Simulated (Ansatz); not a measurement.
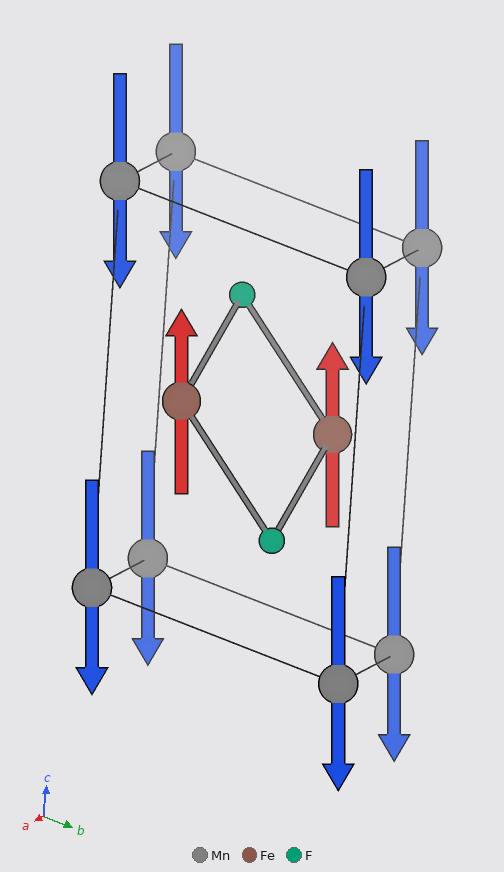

Structure drawing (ball-and-stick), viewed slightly off an axis. The box is the cell (the run's own, in a reduced setting); atoms on or close to its faces, edges and corners are drawn wherever they repeat. Arrows are the site magnetic moments above 0.25 μB (those induced on non-metal atoms are left out); longer means larger, and red and blue are up and down (without spin-orbit coupling the axis itself is arbitrary).

This is the state reached for MnFe2F2. Computed with DFT PBE, scalar-relativistic, plane waves, PAW (Ansatz 0.2.0). Settings: plane waves up to 420 eV, k-points about 0.18 Å⁻¹ apart, Gaussian smearing of 0.1 eV, collinear spins.

**Classify the order and state the moments.**

Ferrimagnetic (within this cell). Site moments: 1 Mn −4.4 μB and 2 Fe +2.9 μB. The net spin moment of the whole cell is 1.5 μB.

The structure was taken from a textbook structure type filled with these elements (whether it is the usual form wasn't checked). The geometry was optimised with DFT PBE, scalar-relativistic, plane waves, PAW (Ansatz 0.2.0).
